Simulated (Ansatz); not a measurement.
**Run report: WH2OF6, geometry relaxation**

WH2OF6, computed with RKS PBE-D4/def2-SVP (Ansatz 0.2.0).

It belongs to a series of runs on one base structure; here: end point B relaxed. Figures and captions count atoms from 1; the log counts them from 0 in places.

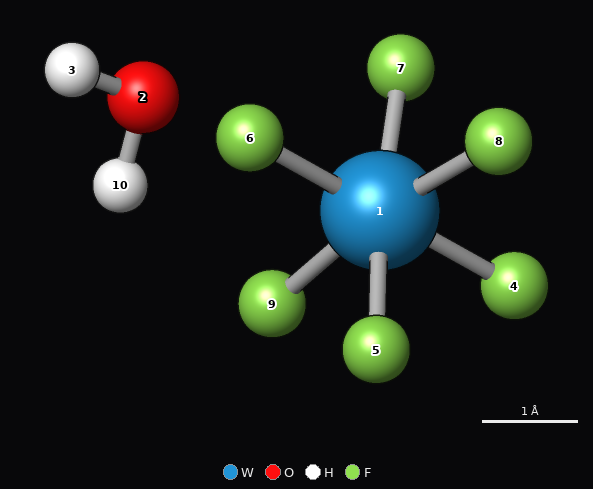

**Figure 1.** The structure as given in the input (ball-and-stick view, seen at a tilt; atoms are numbered from 1 in the order of the input). Sticks mark near contacts.

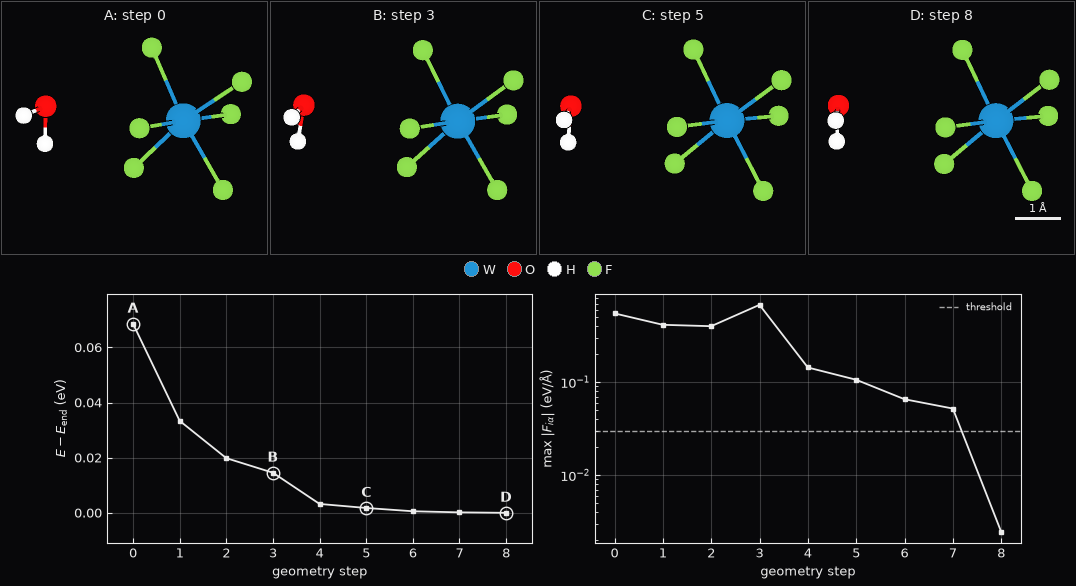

**Figure 2.** Frames of the relaxation (ball-and-stick view, seen at a tilt) above the curves, on which the letters mark them (the first geometry is step 0 here and step 1 in the log).

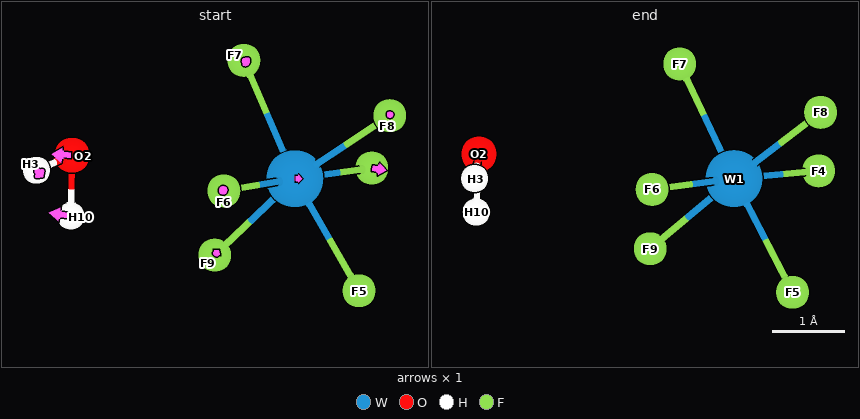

**Figure 3.** Before (left) and after (right) the relaxation, at one scale (ball-and-stick view, seen at a tilt). The pink arrows give the displacements, at true length. The energy falls by 0.069 eV in 8 geometry steps. The largest force component goes from 0.55 to 0.0025 eV/Å. The largest move after the best rigid fit is that of H10, 0.35 Å. Largest moves by element: H 0.35 Å, O 0.33 Å, F 0.25 Å, W 0.13 Å. Among the contacts that change: O2–H10 0.989 → 0.975 Å. Among the angles that change: F7–W1–F9 99.1° → 92.2°, F8–W1–F9 171.1° → 177.9°, F5–W1–F7 173.5° → 178.2°. (Atoms are counted from 1 in the order of the input.)

These pictures come from the run below.

The input
```yaml
crystal:
  periodic: [false, false, false]
  atoms:
    - { symbol: W, position_ang: [0.31274, 0.272086, -0.368838] }
    - { symbol: O, position_ang: [-0.159824, -0.316924, 2.683648] }
    - { symbol: H, position_ang: [-1.040714, -0.089501, 3.038796] }
    - { symbol: F, position_ang: [1.996726, 0.103028, -1.152914] }
    - { symbol: F, position_ang: [0.115716, 1.939559, -1.190396] }
    - { symbol: F, position_ang: [-1.405525, 0.473518, 0.325641] }
    - { symbol: F, position_ang: [0.493228, -1.463974, 0.254745] }
    - { symbol: F, position_ang: [-0.419742, -0.431084, -1.932587] }
    - { symbol: F, position_ang: [1.160423, 1.173468, 1.021284] }
    - { symbol: H, position_ang: [0.374871, 0.493425, 2.874022] }
basis:
  gaussian: { orbitals: def2-SVP }
hamiltonian:
  xc: pbe
  dispersion: d4
relax:
  f_tol: 0.03
  max_steps: 50
```

Run as:
```bash
ansatz run input.yaml --threads 4 --pin off --max-ram 5120MiB --backend cpu --events-out ev --progress --plain --runs-dir out
```

Log
```
The last accepted step is kept in [file] (removed where the run ends without a failure and the disk answers)
Engine: ansatz 0.2.0, x86_64-unknown-linux-gnu
Functional definition: PBE
  parameter kappa = 0.804
  parameter beta = 0.06672455060314922
  exchange = pbe_x(kappa = kappa, mu = beta*pi^2/3)
  correlation = pbe_c(beta = beta)
1454 factors; their error is unknown
mean field evaluation 1: about -20166.6541 eV, gradient 1.0e2 eV
mean field evaluation 2: about -19840.1412 eV, gradient 3.3e2 eV
mean field evaluation 4: about -20182.9060 eV, gradient 2.7e1 eV
mean field evaluation 8: about -20184.2399 eV, gradient 1.4e0 eV
mean field evaluation 16: about -20184.1601 eV, gradient 1.6e-2 eV
mean field -20184.16012125 eV, -741.7542031408 hartree, gradient 3.3e-5 eV, S^2 0.000000; 0 other end points of the search recorded, 0 dependent functions left out
the calculation of the forces begins
reference -20184.16019243 eV, -741.7542057565 hartree; 39, 39 occupied and 101, 101 virtual orbitals, 1454 factors
relax step   1: F+E_penalty+E_count = -20184.37774942 eV  Δ(F+E_penalty+E_count) = +0.000e0 eV  max|allowed force component| = 5.498e-1 eV/Å  Δτ_max = 0.0000 Å  (35 SCF iters, accepted)
these checks for a lower state are left out or cut short: starts, cluster_reference, orbital_swaps, neighbouring_geometries, increment
1454 factors; their error is unknown
mean field evaluation 32: about -20184.2006 eV, gradient 1.7e-5 eV
mean field -20184.20058438 eV, -741.7556901335 hartree, gradient 1.7e-5 eV, S^2 0.000000; 0 other end points of the search recorded, 0 dependent functions left out
the calculation of the forces begins
reference -20184.20065547 eV, -741.7556927461 hartree; 39, 39 occupied and 101, 101 virtual orbitals, 1454 factors
relax step   2: F+E_penalty+E_count = -20184.41295728 eV  Δ(F+E_penalty+E_count) = -3.521e-2 eV  max|allowed force component| = 4.144e-1 eV/Å  Δτ_max = 0.1853 Å  (35 SCF iters, accepted)
these checks for a lower state are left out or cut short: starts, cluster_reference, orbital_swaps, neighbouring_geometries, increment
1454 factors; their error is unknown
mean field -20184.21585063 eV, -741.7562511578 hartree, gradient 2.0e-5 eV, S^2 0.000000; 0 other end points of the search recorded, 0 dependent functions left out
the calculation of the forces begins
reference -20184.21592182 eV, -741.7562537741 hartree; 39, 39 occupied and 101, 101 virtual orbitals, 1454 factors
relax step   3: F+E_penalty+E_count = -20184.42648653 eV  Δ(F+E_penalty+E_count) = -1.353e-2 eV  max|allowed force component| = 4.003e-1 eV/Å  Δτ_max = 0.1343 Å  (31 SCF iters, accepted)
these checks for a lower state are left out or cut short: starts, cluster_reference, orbital_swaps, neighbouring_geometries, increment
1454 factors; their error is unknown
mean field -20184.22235942 eV, -741.7564903514 hartree, gradient 1.8e-5 eV, S^2 0.000000; 0 other end points of the search recorded, 0 dependent functions left out
the calculation of the forces begins
reference -20184.22243054 eV, -741.7564929650 hartree; 39, 39 occupied and 101, 101 virtual orbitals, 1454 factors
relax step   4: F+E_penalty+E_count = -20184.43177471 eV  Δ(F+E_penalty+E_count) = -5.288e-3 eV  max|allowed force component| = 6.791e-1 eV/Å  Δτ_max = 0.0771 Å  (31 SCF iters, accepted)
these checks for a lower state are left out or cut short: starts, cluster_reference, orbital_swaps, neighbouring_geometries, increment
1454 factors; their error is unknown
mean field -20184.23382277 eV, -741.7569116216 hartree, gradient 1.7e-5 eV, S^2 0.000000; 0 other end points of the search recorded, 0 dependent functions left out
the calculation of the forces begins
reference -20184.23389358 eV, -741.7569142238 hartree; 39, 39 occupied and 101, 101 virtual orbitals, 1454 factors
relax step   5: F+E_penalty+E_count = -20184.44308994 eV  Δ(F+E_penalty+E_count) = -1.132e-2 eV  max|allowed force component| = 1.440e-1 eV/Å  Δτ_max = 0.0451 Å  (31 SCF iters, accepted)
these checks for a lower state are left out or cut short: starts, cluster_reference, orbital_swaps, neighbouring_geometries, increment
1454 factors; their error is unknown
mean field -20184.23520743 eV, -741.7569625072 hartree, gradient 1.6e-5 eV, S^2 0.000000; 0 other end points of the search recorded, 0 dependent functions left out
the calculation of the forces begins
reference -20184.23527817 eV, -741.7569651066 hartree; 39, 39 occupied and 101, 101 virtual orbitals, 1454 factors
relax step   6: F+E_penalty+E_count = -20184.44455932 eV  Δ(F+E_penalty+E_count) = -1.469e-3 eV  max|allowed force component| = 1.063e-1 eV/Å  Δτ_max = 0.0629 Å  (32 SCF iters, accepted)
these checks for a lower state are left out or cut short: starts, cluster_reference, orbital_swaps, neighbouring_geometries, increment
1454 factors; their error is unknown
mean field evaluation 64: about -20184.2369 eV, gradient 4.5e-5 eV
mean field -20184.23685112 eV, -741.7570229114 hartree, gradient 1.3e-5 eV, S^2 0.000000; 0 other end points of the search recorded, 0 dependent functions left out
the calculation of the forces begins
reference -20184.23692183 eV, -741.7570255101 hartree; 39, 39 occupied and 101, 101 virtual orbitals, 1454 factors
relax step   7: F+E_penalty+E_count = -20184.44574818 eV  Δ(F+E_penalty+E_count) = -1.189e-3 eV  max|allowed force component| = 6.565e-2 eV/Å  Δτ_max = 0.0291 Å  (30 SCF iters, accepted)
these checks for a lower state are left out or cut short: starts, cluster_reference, orbital_swaps, neighbouring_geometries, increment
1454 factors; their error is unknown
mean field -20184.23724282 eV, -741.7570373063 hartree, gradient 1.7e-5 eV, S^2 0.000000; 0 other end points of the search recorded, 0 dependent functions left out
the calculation of the forces begins
reference -20184.23731349 eV, -741.7570399032 hartree; 39, 39 occupied and 101, 101 virtual orbitals, 1454 factors
relax step   8: F+E_penalty+E_count = -20184.44614580 eV  Δ(F+E_penalty+E_count) = -3.976e-4 eV  max|allowed force component| = 5.213e-2 eV/Å  Δτ_max = 0.0244 Å  (31 SCF iters, accepted)
these checks for a lower state are left out or cut short: starts, cluster_reference, orbital_swaps, neighbouring_geometries, increment
1454 factors; their error is unknown
mean field -20184.23732663 eV, -741.7570403862 hartree, gradient 1.5e-5 eV, S^2 0.000000; 0 other end points of the search recorded, 0 dependent functions left out
the calculation of the forces begins
reference -20184.23739727 eV, -741.7570429821 hartree; 39, 39 occupied and 101, 101 virtual orbitals, 1454 factors
relax step   9: F+E_penalty+E_count = -20184.44631710 eV  Δ(F+E_penalty+E_count) = -1.713e-4 eV  max|allowed force component| = 2.469e-3 eV/Å  Δτ_max = 0.0220 Å  (31 SCF iters, accepted)
1454 factors; their error is unknown
mean field evaluation 96: about -20184.2373 eV, gradient 1.6e-1 eV
mean field -20184.23732663 eV, -741.7570403862 hartree, gradient 1.5e-5 eV, S^2 0.000000; 2 other end points of the search recorded, 0 dependent functions left out
the calculation of the forces begins
reference -20184.23739727 eV, -741.7570429821 hartree; 39, 39 occupied and 101, 101 virtual orbitals, 1454 factors
Total energy: -20184.44638774 eV, -741.7647232402 hartree
Atom 0 at     0.358457     0.280223    -0.490056 Å, force     0.000005     0.000321    -0.002469 eV/Å
Atom 1 at    -0.254088    -0.357509     2.992594 Å, force    -0.000380    -0.002352    -0.000055 eV/Å
Atom 2 at    -1.140299     0.042049     2.914744 Å, force    -0.000616     0.001437    -0.001798 eV/Å
Atom 3 at     1.983471     0.168027    -1.392405 Å, force    -0.000828     0.000324    -0.000274 eV/Å
Atom 4 at     0.095976     1.967530    -1.241305 Å, force    -0.000159    -0.000665     0.000099 eV/Å
Atom 5 at    -1.285329     0.440254     0.374111 Å, force     0.001189    -0.000545     0.001194 eV/Å
Atom 6 at     0.636405    -1.415990     0.203161 Å, force     0.000289     0.000088     0.000772 eV/Å
Atom 7 at    -0.499653    -0.470877    -1.962012 Å, force    -0.000091     0.000494     0.001070 eV/Å
Atom 8 at     1.227057     1.088050     0.948391 Å, force     0.000416    -0.000106     0.000583 eV/Å
Atom 9 at     0.305903     0.411842     3.206180 Å, force     0.000174     0.001003     0.000879 eV/Å
Dipole moment:    -0.114041     0.296444     0.166008 e Å
```

Trajectory as extended XYZ (Å, eV, eV/Å), 9 frames, from step=1 to step=9
```
10
Properties=species:S:1:pos:R:3:forces:R:3 step=1 energy=-20184.37775
W     0.3127    0.2721   -0.3688   -0.2251  -0.1248  -0.3921
O    -0.1598   -0.3169    2.6836    0.2541   0.4903   0.2917
H    -1.0407   -0.0895    3.0388    0.0583  -0.0164  -0.0354
F     1.9967    0.1030   -1.1529   -0.0001   0.0225  -0.0342
F     0.1157    1.9396   -1.1904    0.0323  -0.0116  -0.0090
F    -1.4055    0.4735    0.3256    0.0457   0.0066  -0.0192
F     0.4932   -1.4640    0.2547    0.0238   0.0004   0.0313
F    -0.4197   -0.4311   -1.9326   -0.0065  -0.0072   0.0006
F     1.1604    1.1735    1.0213    0.2004   0.1898   0.1765
H     0.3749    0.4934    2.8740   -0.3829  -0.5498  -0.0103
10
Properties=species:S:1:pos:R:3:forces:R:3 step=2 energy=-20184.41296
W     0.3184    0.2770   -0.4296    0.1442   0.1495  -0.2781
O    -0.1501   -0.3350    2.8465   -0.3065   0.2450   0.1133
H    -1.0755   -0.0945    3.0797    0.4144  -0.0763  -0.0941
F     1.9985    0.1101   -1.2226   -0.0271   0.0028   0.0017
F     0.1277    1.9428   -1.2548    0.0082  -0.0186   0.0228
F    -1.3929    0.4816    0.2775    0.0679  -0.0378   0.1181
F     0.5036   -1.4522    0.2124   -0.0221   0.0617   0.1100
F    -0.4212   -0.4315   -1.9875   -0.0123  -0.0179   0.0421
F     1.1693    1.1741    0.9747   -0.1210  -0.1282  -0.0280
H     0.3501    0.4810    3.0572   -0.1457  -0.1801  -0.0078
10
Properties=species:S:1:pos:R:3:forces:R:3 step=3 energy=-20184.42649
W     0.3313    0.2836   -0.4688    0.0887   0.1832  -0.0670
O    -0.1886   -0.3320    2.8671   -0.2099   0.3507   0.2243
H    -1.1028   -0.0698    3.1202    0.4003  -0.0985  -0.1218
F     2.0024    0.1217   -1.2802    0.0015  -0.0135   0.0284
F     0.1256    1.9451   -1.2968   -0.0099   0.0029   0.0400
F    -1.3618    0.4762    0.2841    0.0743  -0.0138   0.0162
F     0.5279   -1.4308    0.2094    0.0112   0.0569   0.0583
F    -0.4285   -0.4430   -2.0079   -0.0328  -0.0379   0.0473
F     1.1747    1.1735    0.9452   -0.1199  -0.1672  -0.1167
H     0.3479    0.4290    3.1810   -0.2034  -0.2628  -0.1090
10
Properties=species:S:1:pos:R:3:forces:R:3 step=4 energy=-20184.43178
W     0.3401    0.2920   -0.4889    0.0907   0.0466  -0.0117
O    -0.1933   -0.3620    2.9243   -0.4876   0.5269   0.2190
H    -1.1236   -0.0443    3.0505    0.6791  -0.2273  -0.1031
F     2.0015    0.1268   -1.3185   -0.0200  -0.0007   0.0256
F     0.1179    1.9526   -1.3125   -0.0028   0.0018   0.0442
F    -1.3324    0.4791    0.3099    0.0301   0.0087  -0.0014
F     0.5519   -1.4066    0.2252    0.0132   0.0641  -0.0119
F    -0.4526   -0.4570   -2.0007   -0.0126  -0.0215   0.0633
F     1.1861    1.1627    0.9319   -0.0880  -0.1033  -0.0989
H     0.3323    0.4102    3.2323   -0.2021  -0.2954  -0.1253
10
Properties=species:S:1:pos:R:3:forces:R:3 step=5 energy=-20184.44309
W     0.3552    0.2929   -0.4977   -0.1440  -0.0709  -0.0038
O    -0.2287   -0.3604    2.9495    0.0739  -0.1109  -0.0181
H    -1.1393   -0.0246    3.0190   -0.0706   0.0626  -0.0003
F     1.9984    0.1412   -1.3586    0.0379   0.0117  -0.0527
F     0.1097    1.9644   -1.2873    0.0128   0.0365  -0.0325
F    -1.2999    0.4740    0.3391    0.0107   0.0087  -0.0050
F     0.5958   -1.3962    0.2227    0.0226  -0.0399   0.0181
F    -0.4821   -0.4731   -1.9728   -0.0173  -0.0195  -0.0629
F     1.2093    1.1281    0.9265    0.0750   0.0681   0.1415
H     0.3095    0.4074    3.2130   -0.0009   0.0536   0.0158
10
Properties=species:S:1:pos:R:3:forces:R:3 step=6 energy=-20184.44456
W     0.3530    0.2774   -0.4922    0.0479   0.0676   0.0653
O    -0.2342   -0.3426    2.9643    0.0226  -0.0214   0.0263
H    -1.1377    0.0212    2.9760   -0.0638   0.0052  -0.0136
F     1.9882    0.1648   -1.3779   -0.0107  -0.0126   0.0151
F     0.1030    1.9677   -1.2430   -0.0084  -0.0085   0.0327
F    -1.2988    0.4328    0.3570    0.0195   0.0124  -0.0339
F     0.6159   -1.4219    0.1986    0.0063  -0.0143  -0.0197
F    -0.4838   -0.4594   -1.9846   -0.0010  -0.0098   0.0361
F     1.2168    1.0790    0.9568   -0.0450  -0.0216  -0.1063
H     0.3055    0.4347    3.1986    0.0326   0.0029  -0.0021
10
Properties=species:S:1:pos:R:3:forces:R:3 step=7 energy=-20184.44575
W     0.3553    0.2802   -0.4914    0.0390   0.0279  -0.0110
O    -0.2470   -0.3565    2.9863   -0.0284   0.0656   0.0099
H    -1.1421    0.0328    2.9597    0.0499  -0.0254  -0.0057
F     1.9876    0.1639   -1.3821   -0.0183   0.0018   0.0157
F     0.0994    1.9678   -1.2460   -0.0018  -0.0175   0.0112
F    -1.2943    0.4396    0.3604    0.0086   0.0015  -0.0049
F     0.6232   -1.4179    0.2015    0.0030   0.0106   0.0019
F    -0.4869   -0.4665   -1.9759    0.0025   0.0102   0.0330
F     1.2209    1.0931    0.9488   -0.0332  -0.0347  -0.0417
H     0.3118    0.4172    3.1920   -0.0213  -0.0400  -0.0084
10
Properties=species:S:1:pos:R:3:forces:R:3 step=8 energy=-20184.44615
W     0.3572    0.2808   -0.4915    0.0215   0.0017  -0.0143
O    -0.2498   -0.3577    2.9926   -0.0389   0.0346  -0.0006
H    -1.1420    0.0346    2.9354    0.0521  -0.0181   0.0004
F     1.9856    0.1654   -1.3882   -0.0098   0.0032   0.0043
F     0.0977    1.9684   -1.2435    0.0026  -0.0064   0.0025
F    -1.2889    0.4414    0.3667   -0.0070  -0.0002   0.0074
F     0.6302   -1.4154    0.2040   -0.0005   0.0019  -0.0018
F    -0.4943   -0.4691   -1.9683    0.0013   0.0028   0.0112
F     1.2243    1.0891    0.9481   -0.0072  -0.0042  -0.0059
H     0.3080    0.4160    3.1981   -0.0142  -0.0154  -0.0031
10
Properties=species:S:1:pos:R:3:forces:R:3 step=9 energy=-20184.44632
W     0.3585    0.2802   -0.4901    0.0000   0.0003  -0.0025
O    -0.2541   -0.3575    2.9926   -0.0004  -0.0024  -0.0001
H    -1.1403    0.0420    2.9147   -0.0006   0.0014  -0.0018
F     1.9835    0.1680   -1.3924   -0.0008   0.0003  -0.0003
F     0.0960    1.9675   -1.2413   -0.0002  -0.0007   0.0001
F    -1.2853    0.4403    0.3741    0.0012  -0.0005   0.0012
F     0.6364   -1.4160    0.2032    0.0003   0.0001   0.0008
F    -0.4997   -0.4709   -1.9620   -0.0001   0.0005   0.0011
F     1.2271    1.0880    0.9484    0.0004  -0.0001   0.0006
H     0.3059    0.4118    3.2062    0.0002   0.0010   0.0009
```

Results in brief

- outcome: converged
- total energy: −20184.4464 eV
- mean-field energy: −20184.2374 eV
- largest force (length of the vector) at the end: 0.002 eV/Å
- hardware: 4 threads of Intel Xeon (Sapphire Rapids), 16 GiB of memory available, shared host
- wall time: 12 s (CPU time 45 s)
- peak memory: 0.22 GiB
